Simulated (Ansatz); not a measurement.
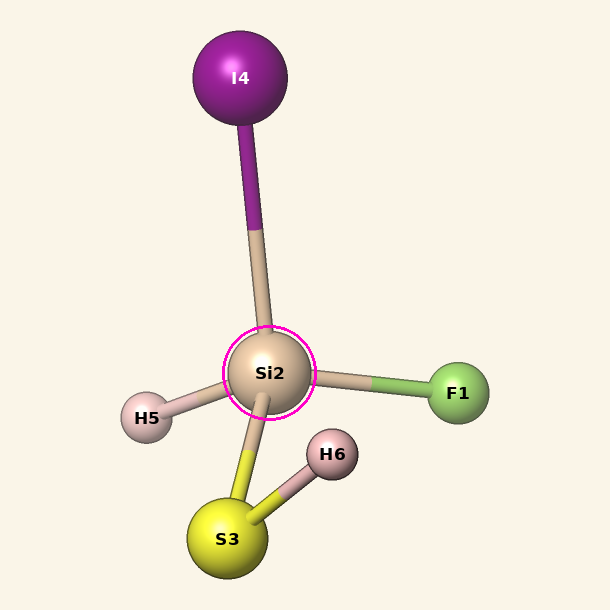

Atoms fade into the background with distance from the viewer. Circles mark the stereogenic atoms. The geometry was computed by an optimisation with PBE-D4/def2-SVP. No frequency run is at hand to confirm it as a minimum.

What are the Cahn–Ingold–Prelog descriptors?

Si2: S (priorities I4 > S3 > F1 > H5).

Give a SMILES with the stereochemistry.

F[Si@@H](S)I
